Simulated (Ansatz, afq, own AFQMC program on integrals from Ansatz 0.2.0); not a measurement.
# BH4 (doublet): quantum Monte Carlo beside coupled cluster at distance B1–H5 = 1.075 Å, 6-31G

Aim: compute BH4 (doublet) with auxiliary-field quantum Monte Carlo on the same integrals as coupled cluster, and set the energies side by side.

The runs use Ansatz 0.2.0, Gaussian basis, and an in-house AFQMC program (afq) on its integrals; all values are calculated; 6-31G, frozen cores.

Plan: Full CI; PBE (unrestricted); r2SCAN (unrestricted); PBE0 (unrestricted); B3LYP (unrestricted); wB97M-V (unrestricted); B2PLYP (unrestricted); CCSD(T) on UHF; Full CI; Full CI (quartet); CCSDT(Q) on UHF; CCSDTQ on UHF; Phaseless AFQMC, CISD trial on UHF; Free-projection AFQMC, single-determinant trial on UHF; Phaseless AFQMC, CISD trial on UHF.

3 further runs of the same task are left out: 3 that didn't finish.

## (1) The system

The geometry derives from a PBE0/def2-TZVP stationary point (not a proven minimum). One bond is set to the value named and the two fragments are kept rigid.

5 atoms, charge 0, spin multiplicity 2.

Atoms are counted from 1 here; the program's logs count them from 0.

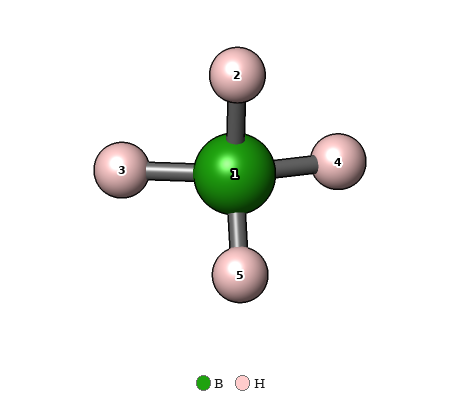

The geometry (boron green, hydrogen pink); atoms are numbered from 1 in the order of the file.

Geometry (Å):

```xyz
5

B     0.00342   -0.00658   -0.00652
H     0.41810    0.80592    0.80414
H    -0.42091   -0.81427    0.80394
H    -0.40940    0.80207   -0.82196
H     0.37555   -0.72314   -0.71622
```

## (2) Full CI

Input file in.yaml:

```yaml
crystal:
  periodic: [false, false, false]
  atoms:
    - {symbol: B, position_ang: [0.003417, -0.006580, -0.006517]}
    - {symbol: H, position_ang: [0.418102, 0.805916, 0.804136]}
    - {symbol: H, position_ang: [-0.420910, -0.814273, 0.803944]}
    - {symbol: H, position_ang: [-0.409395, 0.802067, -0.821960]}
    - {symbol: H, position_ang: [0.375552, -0.723138, -0.716224]}
basis:
  gaussian: {orbitals: 6-31G}
magnetization: {spin_polarized: false, initial_magnetization: 1}
correlation: {method: fci, electrons: outside_noble_gas}
```

Launch:

```
$ ansatz run in.yaml --threads 1 --pin off --events-out ev --progress --plain --max-ram 1382MiB
```

Output:

```text
Functional definition: HF
  name "HF"
  cite "Fock, Z. Phys. 61, 126 (1930) doi:10.1007/BF01340294"
  parent pbe
  exchange = exact_x
  correlation = 0
394 factors; integrals over basis functions are off by at most 6.7e-8 eV
mean field evaluation 1: about -729.9895 eV, gradient 9.5e0 eV
mean field evaluation 2: about -729.9904 eV, gradient 9.5e0 eV
mean field evaluation 4: about -730.3263 eV, gradient 2.4e-1 eV
mean field evaluation 8: about -730.3266 eV, gradient 1.5e-6 eV
mean field -730.32660838 eV, -26.8390078247 hartree, gradient 3.4e-6 eV, S^2 0.750000; 0 other end points of the search recorded, 0 dependent functions left out
mean field evaluation 16: about -730.4150 eV, gradient 9.6e-2 eV
1 core orbitals not correlated: weight in the atoms' cores, before any rotation towards them, 1.000 or more for the frozen orbitals, at most 0.000 for the correlated occupied ones
reference -730.32660838 eV, -26.8390078247 hartree; 4, 3 occupied and 12, 13 virtual orbitals, 394 factors
state -732.95139264 eV, -26.9354668672 hartree
Total energy: -732.95139264 eV, -26.9354668672 hartree
```

Wall time 6 s (1 thread of AMD EPYC (Zen 3), shared host).

From the report: 509,168 determinants, symmetry A'.

## (3) PBE (unrestricted)

Edit in.yaml of step 2 so:

```diff
@@ -10,3 +10,4 @@
   gaussian: {orbitals: 6-31G}
-magnetization: {spin_polarized: false, initial_magnetization: 1}
-correlation: {method: fci, electrons: outside_noble_gas}
+magnetization: {spin_polarized: true, initial_magnetization: 1}
+hamiltonian: {xc: {name: PBE}}
+output: {orbitals: {seedname: orbitals}}
```

Same command.

Output:

```text
Functional definition: PBE
  name "PBE"
  cite "Perdew, Burke & Ernzerhof, Phys. Rev. Lett. 77, 3865 (1996) doi:10.1103/PhysRevLett.77.3865"
  parent pbe
  parameter kappa = 0.804
  parameter beta = 0.06672455060314922
  exchange = pbe_x(kappa = kappa, mu = beta*pi^2/3)
  correlation = pbe_c(beta = beta)
254 factors; integrals over basis functions are off by at most 2.4e-4 eV
mean field evaluation 1: about -734.6317 eV, gradient 1.5e1 eV
mean field evaluation 2: about -734.7115 eV, gradient 1.5e1 eV
mean field evaluation 4: about -736.3092 eV, gradient 3.3e-1 eV
mean field evaluation 8: about -736.3031 eV, gradient 1.7e-3 eV
mean field -736.30314651 eV, -27.0586415502 hartree, gradient 2.6e-5 eV, S^2 0.750704; 0 other end points of the search recorded, 0 dependent functions left out
reference -736.30316671 eV, -27.0586422923 hartree; 5, 4 occupied and 12, 13 virtual orbitals, 254 factors
Total energy: -736.30316671 eV, -27.0586422923 hartree
```

Wall time 1.3 s (1 thread of AMD EPYC (Zen 3), shared host).

From the report: ⟨S²⟩ of the determinant 0.751 (pure doublet: 0.75).

## (4) r2SCAN (unrestricted)

Edit in.yaml of step 3 so:

```diff
@@ -11,3 +11,2 @@
 magnetization: {spin_polarized: true, initial_magnetization: 1}
-hamiltonian: {xc: {name: PBE}}
-output: {orbitals: {seedname: orbitals}}
+hamiltonian: {xc: {name: r2SCAN}}
```

Same command.

Output:

```text
Functional definition: r2SCAN
  name "r2SCAN"
  cite "Furness, Kaplan, Ning, Perdew & Sun, J. Phys. Chem. Lett. 11, 8208 (2020) doi:10.1021/acs.jpclett.0c02405"
  cite "Furness, Kaplan, Ning, Perdew & Sun, J. Phys. Chem. Lett. 11, 9248 (2020) doi:10.1021/acs.jpclett.0c03077"
  parent r2scan
  parameter k0 = 0.174
  parameter k1 = 0.065
  parameter a1 = 4.9479
  exchange = r2scan_x(k0 = k0, k1 = k1, a1 = a1)
  correlation = r2scan_c
254 factors; integrals over basis functions are off by at most 2.4e-4 eV
mean field evaluation 1: about -735.9383 eV, gradient 1.3e1 eV
mean field evaluation 2: about -736.3286 eV, gradient 1.1e1 eV
mean field evaluation 4: about -737.1453 eV, gradient 2.2e-1 eV
mean field evaluation 8: about -737.1393 eV, gradient 6.4e-3 eV
mean field -737.13932562 eV, -27.0893705654 hartree, gradient 3.3e-5 eV, S^2 0.752271; 0 other end points of the search recorded, 0 dependent functions left out
reference -737.13933106 eV, -27.0893707653 hartree; 5, 4 occupied and 12, 13 virtual orbitals, 254 factors
Total energy: -737.13933106 eV, -27.0893707653 hartree
```

Wall time 2.2 s (1 thread of AMD EPYC (Zen 3), shared host).

From the report: ⟨S²⟩ of the determinant 0.752 (pure doublet: 0.75).

## (5) PBE0 (unrestricted)

Edit in.yaml of step 4 so:

```diff
@@ -11,2 +11,3 @@
 magnetization: {spin_polarized: true, initial_magnetization: 1}
-hamiltonian: {xc: {name: r2SCAN}}
+hamiltonian: {xc: {name: PBE0}}
+output: {orbitals: {seedname: orbitals}}
```

Same command.

Output:

```text
Functional definition: PBE0
  name "PBE0"
  cite "Adamo & Barone, J. Chem. Phys. 110, 6158 (1999) doi:10.1063/1.478522"
  cite "Perdew, Burke & Ernzerhof, Phys. Rev. Lett. 77, 3865 (1996) doi:10.1103/PhysRevLett.77.3865"
  parent pbe
  parameter a = 0.25
  parameter kappa = 0.804
  parameter beta = 0.06672455060314922
  exchange = (1 - a)*pbe_x(kappa = kappa, mu = beta*pi^2/3) + a*exact_x
  correlation = pbe_c(beta = beta)
254 factors; integrals over basis functions are off by at most 2.4e-4 eV
mean field evaluation 1: about -735.6706 eV, gradient 1.1e1 eV
mean field evaluation 2: about -736.1108 eV, gradient 7.5e0 eV
mean field evaluation 4: about -736.4931 eV, gradient 1.7e-1 eV
mean field evaluation 8: about -736.4884 eV, gradient 3.1e-3 eV
mean field -736.48843399 eV, -27.0654507395 hartree, gradient 5.2e-5 eV, S^2 0.751824; 0 other end points of the search recorded, 0 dependent functions left out
reference -736.48844927 eV, -27.0654513007 hartree; 5, 4 occupied and 12, 13 virtual orbitals, 254 factors
Total energy: -736.48844927 eV, -27.0654513007 hartree
```

It took 1.2 s on 1 thread of AMD EPYC (Zen 3), shared host.

From the report: ⟨S²⟩ of the determinant 0.752 (pure doublet: 0.75).

## (6) B3LYP (unrestricted)

Edit in.yaml of step 5 so:

```diff
@@ -11,3 +11,2 @@
 magnetization: {spin_polarized: true, initial_magnetization: 1}
-hamiltonian: {xc: {name: PBE0}}
-output: {orbitals: {seedname: orbitals}}
+hamiltonian: {xc: {name: B3LYP}}
```

Launched as before.

Output:

```text
Functional definition: B3LYP
  name "B3LYP"
  cite "Stephens, Devlin, Chabalowski & Frisch, J. Phys. Chem. 98, 11623 (1994) doi:10.1021/j100096a001"
  cite "Becke, Phys. Rev. A 38, 3098 (1988) doi:10.1103/PhysRevA.38.3098"
  cite "Lee, Yang & Parr, Phys. Rev. B 37, 785 (1988) doi:10.1103/PhysRevB.37.785"
  cite "Vosko, Wilk & Nusair, Can. J. Phys. 58, 1200 (1980) doi:10.1139/p80-159"
  parameter a0 = 0.2
  parameter ax = 0.72
  parameter ac = 0.81
  exchange = (1 - a0 - ax)*slater_x + ax*b88_x + a0*exact_x
  correlation = (1 - ac)*vwn_rpa_c + ac*lyp_c
254 factors; integrals over basis functions are off by at most 2.4e-4 eV
mean field evaluation 1: about -736.9613 eV, gradient 1.2e1 eV
mean field evaluation 2: about -737.4383 eV, gradient 9.2e0 eV
mean field evaluation 4: about -738.0264 eV, gradient 1.8e-1 eV
mean field evaluation 8: about -738.0214 eV, gradient 3.2e-3 eV
mean field -738.02136702 eV, -27.1217849893 hartree, gradient 4.7e-5 eV, S^2 0.751864; 0 other end points of the search recorded, 0 dependent functions left out
reference -738.02152904 eV, -27.1217909432 hartree; 5, 4 occupied and 12, 13 virtual orbitals, 254 factors
Total energy: -738.02152904 eV, -27.1217909432 hartree
```

Wall time 1.1 s (1 thread of AMD EPYC (Zen 3), shared host).

From the report: ⟨S²⟩ of the determinant 0.752 (pure doublet: 0.75).

## (7) wB97M-V (unrestricted)

Edit in.yaml of step 6 so:

```diff
@@ -11,2 +11,3 @@
 magnetization: {spin_polarized: true, initial_magnetization: 1}
-hamiltonian: {xc: {name: B3LYP}}
+hamiltonian: {xc: {name: wB97M-V}}
+output: {orbitals: {seedname: orbitals}}
```

Same command.

Output:

```text
Functional definition: wB97M-V
  name "wB97M-V"
  cite "Mardirossian & Head-Gordon, J. Chem. Phys. 144, 214110 (2016) doi:10.1063/1.4952647"
  cite "Becke, J. Chem. Phys. 107, 8554 (1997) doi:10.1063/1.475007"
  cite "Vydrov & Van Voorhis, J. Chem. Phys. 133, 244103 (2010) doi:10.1063/1.3521275"
  # Of w^i u^j: cxij and so on, Table III.
  parameter omega = 0.3/bohr
  parameter cx = 0.15
  parameter cx01 = 1.007
  parameter cx10 = 0.259
  parameter css00 = 0.443
  parameter css04 = -1.437
  parameter css10 = -4.535
  parameter css20 = -3.390
  parameter css43 = 4.278
  parameter cos00 = 1.000
  parameter cos10 = 1.358
  parameter cos20 = 2.924
  parameter cos21 = -8.812
  parameter cos60 = -1.390
  parameter cos61 = 9.142
  parameter b = 6.0
  parameter c = 0.01
  gx(w, u) = 1 - cx + cx01*u + cx10*w
  gss(w, u) = css00 + css04*u^4 + css10*w + css20*w^2 + css43*w^4*u^3
  gos(w, u) = cos00 + cos10*w + (cos20 + cos21*u)*w^2 + (cos60 + cos61*u)*w^6
  exchange = spin_sum(e_x_unif_sr(omega)*gx(b97_w, b97_u_x)) + cx*exact_x_sr(omega) + exact_x_lr(omega)
  correlation = spin_sum(e_c_pw_mod_same_spin*gss(b97_w, b97_u_same))
      + integral(e_c_pw_mod_opposite_spin*gos(b97_w_opposite, b97_u_opposite)) + vv10(b, c)
254 factors; integrals over basis functions are off by at most 2.4e-4 eV
91 factors; integrals over basis functions are off by at most 4.2e-6 eV
mean field evaluation 1: about -736.2842 eV, gradient 6.7e0 eV
mean field evaluation 2: about -736.5415 eV, gradient 2.2e0 eV
mean field evaluation 4: about -736.5759 eV, gradient 3.6e-2 eV
mean field evaluation 8: about -736.5684 eV, gradient 1.4e-3 eV
mean field -736.56842570 eV, -27.0683903804 hartree, gradient 2.1e-5 eV, S^2 0.751434; 0 other end points of the search recorded, 0 dependent functions left out
reference -736.56844709 eV, -27.0683911665 hartree; 5, 4 occupied and 12, 13 virtual orbitals, 254 factors
Total energy: -736.56844709 eV, -27.0683911665 hartree
```

Run time: 3.4 s. Hardware: 1 thread of AMD EPYC (Zen 3), shared host.

From the report: ⟨S²⟩ of the determinant 0.751 (pure doublet: 0.75).

## (8) B2PLYP (unrestricted)

Edit in.yaml of step 7 so:

```diff
@@ -11,3 +11,3 @@
 magnetization: {spin_polarized: true, initial_magnetization: 1}
-hamiltonian: {xc: {name: wB97M-V}}
-output: {orbitals: {seedname: orbitals}}
+hamiltonian: {xc: {name: B2PLYP}}
+correlation: {electrons: outside_noble_gas}
```

Same command.

Output:

```text
Functional definition: B2PLYP
  name "B2PLYP"
  cite "Grimme, J. Chem. Phys. 124, 034108 (2006) doi:10.1063/1.2148954"
  cite "Becke, Phys. Rev. A 38, 3098 (1988) doi:10.1103/PhysRevA.38.3098"
  cite "Lee, Yang & Parr, Phys. Rev. B 37, 785 (1988) doi:10.1103/PhysRevB.37.785"
  parameter a = 0.53
  parameter c = 0.27
  exchange = (1 - a)*b88_x + a*exact_x
  correlation = (1 - c)*lyp_c + c*(mp2_os + mp2_ss)
254 factors; integrals over basis functions are off by at most 2.4e-4 eV
mean field evaluation 1: about -734.7838 eV, gradient 8.1e0 eV
mean field evaluation 2: about -734.7812 eV, gradient 8.1e0 eV
mean field evaluation 4: about -735.2194 eV, gradient 4.2e-1 eV
mean field evaluation 8: about -735.2218 eV, gradient 5.3e-3 eV
mean field evaluation 16: about -735.2218 eV, gradient 7.5e-6 eV
mean field -735.22181977 eV, -27.0189035252 hartree, gradient 7.5e-6 eV, S^2 0.754930; 0 other end points of the search recorded, 0 dependent functions left out
1 core orbitals not correlated: weight in the atoms' cores, before any rotation towards them, 1.000 or more for the frozen orbitals, at most 0.000 for the correlated occupied ones
reference -735.22192438 eV, -27.0189073695 hartree; 4, 3 occupied and 12, 13 virtual orbitals, 254 factors
second order -2.33500928 eV of doubles, -0.00000000 eV of singles
Total energy: -735.85237688 eV, -27.0420760717 hartree
```

Wall time 1.1 s (1 thread of AMD EPYC (Zen 3), shared host).

From the report: ⟨S²⟩ of the determinant 0.755 (pure doublet: 0.75).

## (9) CCSD(T) on UHF

Edit in.yaml of step 8 so:

```diff
@@ -11,3 +11,2 @@
 magnetization: {spin_polarized: true, initial_magnetization: 1}
-hamiltonian: {xc: {name: B2PLYP}}
-correlation: {electrons: outside_noble_gas}
+correlation: {method: ccsd_t, electrons: outside_noble_gas, hamiltonian_folder: ham}
```

Launched as before.

Output:

```text
Functional definition: HF
  name "HF"
  cite "Fock, Z. Phys. 61, 126 (1930) doi:10.1007/BF01340294"
  parent pbe
  exchange = exact_x
  correlation = 0
254 factors; integrals over basis functions are off by at most 2.4e-4 eV
mean field evaluation 1: about -730.0120 eV, gradient 7.0e0 eV
mean field evaluation 2: about -730.0129 eV, gradient 7.0e0 eV
mean field evaluation 4: about -730.4073 eV, gradient 5.7e-1 eV
mean field evaluation 8: about -730.4152 eV, gradient 2.9e-3 eV
mean field evaluation 16: about -730.4152 eV, gradient 3.3e-6 eV
mean field evaluation 32: about -727.2861 eV, gradient 9.2e-2 eV
mean field -730.41519196 eV, -26.8422632112 hartree, gradient 3.3e-6 eV, S^2 0.761973; 1 other end points of the search recorded, 0 dependent functions left out
determinant -730.41519196 eV, -26.8422632112 hartree, with singles and doubles -732.89432241 eV, -26.9333695749 hartree
determinant -727.28547317 eV, -26.7272481672 hartree, with singles and doubles -729.79872837 eV, -26.8196085924 hartree
1 core orbitals not correlated: weight in the atoms' cores, before any rotation towards them, 1.000 or more for the frozen orbitals, at most 0.000 for the correlated occupied ones
reference -730.41519196 eV, -26.8422632112 hartree; 4, 3 occupied and 12, 13 virtual orbitals, 254 factors
second order -1.86442107 eV of doubles, -0.00000000 eV of singles
cycle   1  -2.47936772 eV  change   -2.4e-4 eV  update   3.9e-4
cycle   2  -2.47965914 eV  change   -2.9e-4 eV  update   3.0e-4
cycle   3  -2.47958674 eV  change    7.2e-5 eV  update   8.3e-5
cycle   4  -2.47954000 eV  change    4.7e-5 eV  update   2.6e-5
cycle   5  -2.47955528 eV  change   -1.5e-5 eV  update   7.3e-6
cycle   6  -2.47956079 eV  change   -5.5e-6 eV  update   1.5e-6
perturbative correction -0.04145890 eV, -0.0015235866 hartree
Total energy: -732.93621165 eV, -26.9349089762 hartree
```

It took 1.3 s on 1 thread of AMD EPYC (Zen 3), shared host.

From the report: ⟨S²⟩ of the determinant 0.762 (pure doublet: 0.75); correlation -2.5210 eV; T1 0.013; largest double amplitude 0.06.

This run also writes the integrals to the folder ham.

## (10) Full CI

Input file in.yaml:

```yaml
hamiltonian:
  integrals:
    folder: ../ham
correlation: {method: fci}
```

Same command.

Output:

```text
Functional definition: HF
  name "HF"
  cite "Fock, Z. Phys. 61, 126 (1930) doi:10.1007/BF01340294"
  parent pbe
  exchange = exact_x
  correlation = 0
reference -730.41519196 eV, -26.8422632112 hartree; 4, 3 occupied and 12, 13 virtual orbitals, 254 factors
state -732.95142938 eV, -26.9354682173 hartree
Total energy: -732.95142938 eV, -26.9354682173 hartree
```

Run time: 7.5 s. Hardware: 1 thread of AMD EPYC (Zen 3), shared host.

From the report: 509,168 determinants.

## (11) Full CI (quartet)

Input file in.yaml:

```yaml
crystal:
  periodic: [false, false, false]
  atoms:
    - {symbol: B, position_ang: [0.003417, -0.006580, -0.006517]}
    - {symbol: H, position_ang: [0.418102, 0.805916, 0.804136]}
    - {symbol: H, position_ang: [-0.420910, -0.814273, 0.803944]}
    - {symbol: H, position_ang: [-0.409395, 0.802067, -0.821960]}
    - {symbol: H, position_ang: [0.375552, -0.723138, -0.716224]}
basis:
  gaussian: {orbitals: 6-31G}
magnetization: {spin_polarized: false, initial_magnetization: 3}
correlation: {method: fci, electrons: outside_noble_gas}
```

The command is unchanged.

Output:

```text
Functional definition: HF
  name "HF"
  cite "Fock, Z. Phys. 61, 126 (1930) doi:10.1007/BF01340294"
  parent pbe
  exchange = exact_x
  correlation = 0
394 factors; integrals over basis functions are off by at most 6.7e-8 eV
mean field evaluation 1: about -721.3503 eV, gradient 1.1e1 eV
mean field evaluation 2: about -721.3560 eV, gradient 1.1e1 eV
mean field evaluation 4: about -722.3451 eV, gradient 1.2e0 eV
mean field evaluation 8: about -722.3853 eV, gradient 2.5e-2 eV
mean field evaluation 16: about -721.6077 eV, gradient 5.8e-5 eV
a density is far from that of the atoms, so the factors are made again for it
409 factors; integrals over basis functions are off by at most 5.5e-8 eV
mean field evaluation 32: about -722.3854 eV, gradient 2.5e-6 eV
mean field -722.38535833 eV, -26.5471722681 hartree, gradient 2.5e-6 eV, S^2 3.750000; 2 other end points of the search recorded, 0 dependent functions left out
1 core orbitals not correlated: weight in the atoms' cores, before any rotation towards them, 1.000 or more for the frozen orbitals, at most 0.000 for the correlated occupied ones
reference -722.38535833 eV, -26.5471722681 hartree; 5, 2 occupied and 11, 14 virtual orbitals, 409 factors
state -724.38158802 eV, -26.6205323564 hartree
Total energy: -724.38158802 eV, -26.6205323564 hartree
```

Wall time 6 s (1 thread of AMD EPYC (Zen 3), shared host).

From the report: 263,520 determinants, symmetry A''.

## (12) CCSDT(Q) on UHF

Edit in.yaml of step 11 so:

```diff
@@ -10,3 +10,3 @@
   gaussian: {orbitals: 6-31G}
-magnetization: {spin_polarized: false, initial_magnetization: 3}
-correlation: {method: fci, electrons: outside_noble_gas}
+magnetization: {spin_polarized: true, initial_magnetization: 1}
+correlation: {method: ccsdt_q, electrons: outside_noble_gas}
```

Same command.

Output:

```text
Functional definition: HF
  name "HF"
  cite "Fock, Z. Phys. 61, 126 (1930) doi:10.1007/BF01340294"
  parent pbe
  exchange = exact_x
  correlation = 0
394 factors; integrals over basis functions are off by at most 6.7e-8 eV
mean field evaluation 1: about -730.0120 eV, gradient 7.0e0 eV
mean field evaluation 2: about -730.0129 eV, gradient 7.0e0 eV
mean field evaluation 4: about -730.4074 eV, gradient 5.7e-1 eV
mean field evaluation 8: about -730.4152 eV, gradient 2.9e-3 eV
mean field evaluation 16: about -730.4152 eV, gradient 3.3e-6 eV
mean field evaluation 32: about -727.2861 eV, gradient 9.2e-2 eV
mean field -730.41521612 eV, -26.8422640990 hartree, gradient 3.3e-6 eV, S^2 0.761973; 1 other end points of the search recorded, 0 dependent functions left out
determinant -730.41521612 eV, -26.8422640990 hartree, with singles and doubles -732.89435448 eV, -26.9333707534 hartree
determinant -727.28550478 eV, -26.7272493288 hartree, with singles and doubles -729.79876487 eV, -26.8196099334 hartree
1 core orbitals not correlated: weight in the atoms' cores, before any rotation towards them, 1.000 or more for the frozen orbitals, at most 0.000 for the correlated occupied ones
reference -730.41521612 eV, -26.8422640990 hartree; 4, 3 occupied and 12, 13 virtual orbitals, 394 factors
second order -1.86444905 eV of doubles, -0.00000000 eV of singles
cycle   1  -2.27948653 eV  change   -4.2e-1 eV  update   5.2e-2
cycle   2  -2.51456601 eV  change   -2.4e-1 eV  update   2.4e-2
cycle   3  -2.53480152 eV  change   -2.0e-2 eV  update   7.9e-3
cycle   4  -2.53500184 eV  change   -2.0e-4 eV  update   2.6e-3
cycle   5  -2.53426253 eV  change    7.4e-4 eV  update   9.6e-4
cycle   6  -2.53475812 eV  change   -5.0e-4 eV  update   4.7e-4
cycle   7  -2.53471726 eV  change    4.1e-5 eV  update   2.2e-4
cycle   8  -2.53465057 eV  change    6.7e-5 eV  update   9.4e-5
cycle   9  -2.53469675 eV  change   -4.6e-5 eV  update   3.0e-5
cycle  10  -2.53469326 eV  change    3.5e-6 eV  update   1.0e-5
cycle  11  -2.53469111 eV  change    2.1e-6 eV  update   3.4e-6
cycle  12  -2.53469077 eV  change    3.4e-7 eV  update   1.0e-6
cycle  13  -2.53469150 eV  change   -7.3e-7 eV  update   3.4e-7
cycle  14  -2.53469175 eV  change   -2.5e-7 eV  update   1.2e-7
perturbative correction -0.00121737 eV, -0.0000447374 hartree
Total energy: -732.95112523 eV, -26.9354570400 hartree
```

Run time: 6 s. Hardware: 1 thread of AMD EPYC (Zen 3), shared host.

From the report: ⟨S²⟩ of the determinant 0.762 (pure doublet: 0.75); correlation -2.5359 eV; T1 0.013; largest double amplitude 0.06.

[end of part 1 of 2]
